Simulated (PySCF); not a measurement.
C3H6OSi, SMILES [SiH2](C#C)OC, GFN2-xTB optimised geometry. Atoms within 1.6 Å of the plane z = 1.5 Å (x, y, z in Å): C1 (1.41, 1.48, 0.00), C2 (0.21, 1.48, 0.00), Si3 (-1.65, 1.42, 0.00), O4 (-2.20, -0.09, 0.26), H6 (2.46, 1.49, 0.00), H7 (-2.23, 2.08, 1.15), H10 (-2.46, -2.08, 0.07).

Level of theory: CAM-B3LYP/def2-TZVP (PySCF 2.14.0).

Map of the electrostatic potential (hartree/e), clipped to [-0.08, 0.12] on the plane z = 1.5 Å:

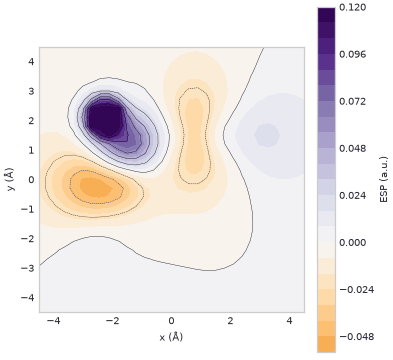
Fig. 1. Electrostatic potential (hartree/e), clipped to [-0.08, 0.12] on the plane z = 1.5 Å.
